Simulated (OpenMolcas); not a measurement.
Exact exchange and the HOMO–LUMO gap of GaNH2ClF

GaNH2ClF: 6 atoms, total charge 0, spin state singlet. As SMILES, `[NH2][Ga]([F])[Cl]`. Geometry: relaxed at PBE0-D4/def2-TZVP.

The HOMO–LUMO gap y, in eV, basis 6-31G(d); a is the functional's share of exact exchange. Programs: OpenMolcas 26.06.

```
functional     program     a  y (eV)
      BLYP  OpenMolcas     0    4.36
       PBE  OpenMolcas     0    4.48
     B3LYP  OpenMolcas   0.2       ?
      PBE0  OpenMolcas  0.25    6.90
     BHLYP  OpenMolcas   0.5    9.10
```

Question: Fit y = c + s·a to the known rows and predict B3LYP.

Answer: 
1. Means of the 4 rows: a = 0.1875, y = 6.210.
2. Σ(Δa)² = 0.17188, Σ(Δa·Δy) = 1.6175, so the slope is 1.6175/0.17188 = 9.4106.
3. Intercept: 6.210 − (9.4106) × 0.1875 = 4.446. The largest residual of the fit is 0.10.
4. B3LYP: 4.446 + (9.4106) × 0.2 = 6.33 eV.

The run gave 6.29 eV, so the prediction is off by +0.04 eV, within the largest residual. Exact exchange lowers occupied levels and raises empty ones. The rows mix families of semi-local functionals, which the line can't see.

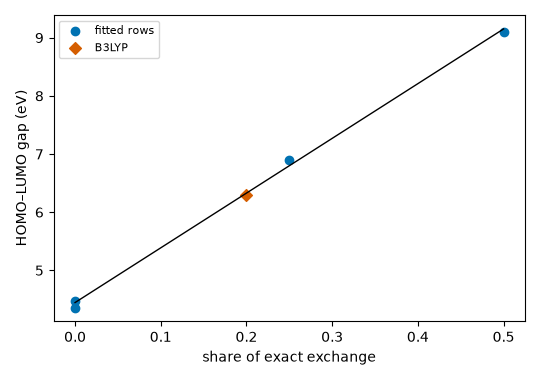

The fitted line, with the withheld row.
